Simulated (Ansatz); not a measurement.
## Phonon calculation, with input and output: C$_{2}$H$_{9}$ClOSi$_{2}$

C$_{2}$H$_{9}$ClOSi$_{2}$, computed with RKS PBE-D4/6-31G* (Ansatz 0.2.0).

It belongs to a series of runs on one base structure; here: vibrations at the highest image of the band.

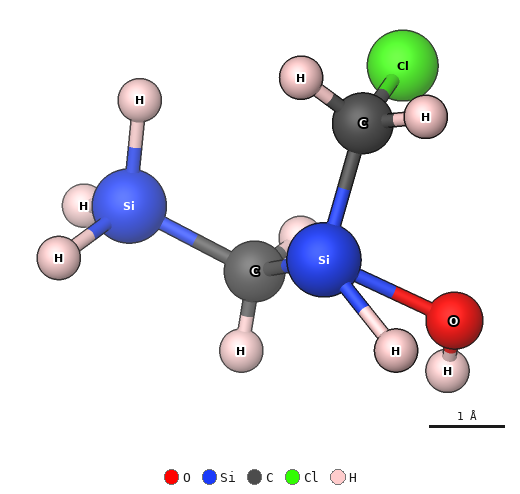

**Figure 1.** The input geometry (ball-and-stick view, seen at a tilt). Bond lengths as drawn: C–Cl 1.83 Å, C–H 1.10 to 1.11 Å, C–Si 1.90 to 1.92 Å, H–O 0.99 Å, H–Si 1.50 to 1.67 Å and O–Si 1.96 Å.

Results in brief

| quantity | value |
| --- | --- |
| outcome | converged |
| total energy | −32524.1476 eV |
| mean-field energy | −32523.7331 eV |
| largest force (length of the vector) | 0.023 eV/Å |
| hardware | 2 threads of Intel Xeon (Sapphire Rapids), 16 GiB of memory available, shared host |
| wall time | 2 min (CPU time 3.9 min) |
| peak memory | 0.19 GiB |

Input file
```yaml
crystal:
  periodic: [false, false, false]
  atoms:
    - { symbol: O, position_ang: [-1.597064, -1.517202, 1.495027] }
    - { symbol: Si, position_ang: [-1.049038, -0.411181, -0.032479] }
    - { symbol: C, position_ang: [0.807476, -0.745295, -0.229516] }
    - { symbol: Si, position_ang: [1.628993, 0.34749, -1.548137] }
    - { symbol: C, position_ang: [-1.216323, 1.328945, 0.749617] }
    - { symbol: Cl, position_ang: [0.039633, 1.707017, 2.020971] }
    - { symbol: H, position_ang: [-0.994452, -2.294955, 1.559467] }
    - { symbol: H, position_ang: [-2.151638, -1.614907, 0.329705] }
    - { symbol: H, position_ang: [0.980965, -1.799241, -0.512232] }
    - { symbol: H, position_ang: [1.305916, -0.546973, 0.738832] }
    - { symbol: H, position_ang: [1.317551, 1.795859, -1.311157] }
    - { symbol: H, position_ang: [3.119866, 0.175655, -1.534137] }
    - { symbol: H, position_ang: [1.125217, -0.018753, -2.914173] }
    - { symbol: H, position_ang: [-2.199093, 1.427174, 1.237133] }
    - { symbol: H, position_ang: [-1.139909, 2.115565, -0.019522] }
basis:
  gaussian: { orbitals: "6-31G*" }
hamiltonian:
  xc: pbe
  dispersion: d4
phonons: {}
```

Run as:
```bash
ansatz run input.yaml --threads 2 --pin off --max-ram 3072MiB --backend cpu --events-out ev --progress --plain --runs-dir out
```

What the program printed
```
Engine: ansatz 0.2.0, x86_64-unknown-linux-gnu
Functional definition: PBE
  parameter kappa = 0.804
  parameter beta = 0.06672455060314922
  exchange = pbe_x(kappa = kappa, mu = beta*pi^2/3)
  correlation = pbe_c(beta = beta)
1508 factors; their error is unknown
mean field evaluation 1: about -32511.1776 eV, gradient 7.6e1 eV
mean field evaluation 2: about -32469.0919 eV, gradient 1.5e2 eV
mean field evaluation 4: about -32523.3487 eV, gradient 1.4e1 eV
mean field evaluation 8: about -32523.8510 eV, gradient 1.4e-1 eV
mean field evaluation 16: about -32523.7331 eV, gradient 1.6e-3 eV
mean field -32523.73306251 eV, -1195.2251446693 hartree, gradient 4.7e-5 eV, S^2 0.000000; 0 other end points of the search recorded, 0 dependent functions left out
the calculation of the forces begins
reference -32523.73310237 eV, -1195.2251461340 hartree; 37, 37 occupied and 83, 83 virtual orbitals, 1508 factors
these checks for a lower state are left out or cut short: stability, starts, cluster_reference, orbital_swaps, neighbouring_geometries, increment
1508 factors; their error is unknown
mean field -32523.73299306 eV, -1195.2251421168 hartree, gradient 1.4e-6 eV, S^2 0.000000; 0 other end points of the search recorded, 0 dependent functions left out
[... from here on the field's lines of each further geometry are left out, up to the last ...]
the calculation of the forces begins
reference -32523.73304179 eV, -1195.2251439078 hartree; 37, 37 occupied and 83, 83 virtual orbitals, 1508 factors
these checks for a lower state are left out or cut short: stability, starts, cluster_reference, orbital_swaps, neighbouring_geometries, increment
1508 factors; their error is unknown
mean field -32523.73301504 eV, -1195.2251429246 hartree, gradient 1.1e-6 eV, S^2 0.000000; 0 other end points of the search recorded, 0 dependent functions left out
the calculation of the forces begins
reference -32523.73305490 eV, -1195.2251443893 hartree; 37, 37 occupied and 83, 83 virtual orbitals, 1508 factors
WARN: phonons: modes at or below zero, which the zero-point energy, F, S and C_V leave out: 1, the lowest at -1245.00 cm⁻¹. A minimum has none, and a first-order saddle one
Total energy: -32524.14764708 eV, -1195.2403803711 hartree
Atom 0 at    -1.597064    -1.517202     1.495027 Å, force    -0.001829     0.009946    -0.012147 eV/Å
Atom 1 at    -1.049038    -0.411181    -0.032479 Å, force    -0.008243    -0.017598     0.013066 eV/Å
Atom 2 at     0.807476    -0.745295    -0.229516 Å, force     0.005503     0.013170    -0.010350 eV/Å
Atom 3 at     1.628993     0.347490    -1.548137 Å, force    -0.006857    -0.005929     0.008603 eV/Å
Atom 4 at    -1.216323     1.328945     0.749617 Å, force     0.000439    -0.001696     0.001283 eV/Å
Atom 5 at     0.039633     1.707017     2.020971 Å, force    -0.001963    -0.003308     0.002615 eV/Å
Atom 6 at    -0.994452    -2.294955     1.559467 Å, force     0.001710    -0.001092    -0.003573 eV/Å
Atom 7 at    -2.151638    -1.614907     0.329705 Å, force     0.011487     0.004807     0.004690 eV/Å
Atom 8 at     0.980965    -1.799241    -0.512232 Å, force     0.000281    -0.005037     0.001818 eV/Å
Atom 9 at     1.305916    -0.546973     0.738832 Å, force    -0.000090    -0.000774     0.000429 eV/Å
Atom 10 at     1.317551     1.795859    -1.311157 Å, force     0.001495    -0.000352     0.001648 eV/Å
Atom 11 at     3.119866     0.175655    -1.534137 Å, force    -0.000012    -0.001679    -0.001970 eV/Å
Atom 12 at     1.125217    -0.018753    -2.914173 Å, force    -0.001017     0.001084     0.000289 eV/Å
Atom 13 at    -2.199093     1.427174     1.237133 Å, force    -0.000138     0.001213    -0.000949 eV/Å
Atom 14 at    -1.139909     2.115565    -0.019522 Å, force    -0.000765     0.007246    -0.005454 eV/Å
Dipole moment:     0.013447    -0.449970    -0.117094 e Å
Vibrations: -1245.00 42.54 52.82 86.16 110.97 155.10 171.81 211.49 311.89 326.94 481.94 507.19 525.70 596.25 657.23 689.87 690.19 731.67 766.95 796.50 897.99 914.91 919.13 1002.72 1030.03 1109.06 1135.61 1184.16 1376.91 1407.62 1740.57 2179.13 2188.20 2192.39 2980.23 3019.09 3049.17 3084.37 3573.10 cm⁻¹, zero-point energy 2.659311 eV
```

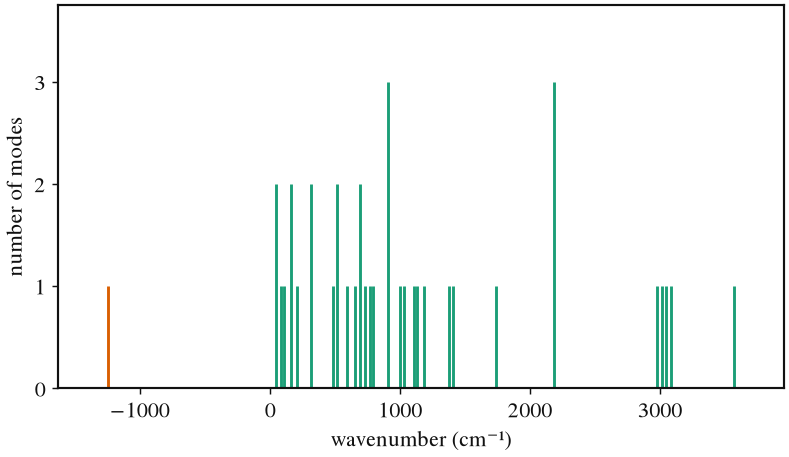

**Figure 2.** Harmonic vibrational wavenumbers from the force constants; neighbouring modes closer than 22 cm⁻¹ are counted in one stick, and imaginary ones are drawn at negative wavenumbers. 39 modes from 1245i to 3573 cm⁻¹, 1 imaginary beyond 8i (1245i cm⁻¹): a first-order saddle point, if the geometry is stationary.
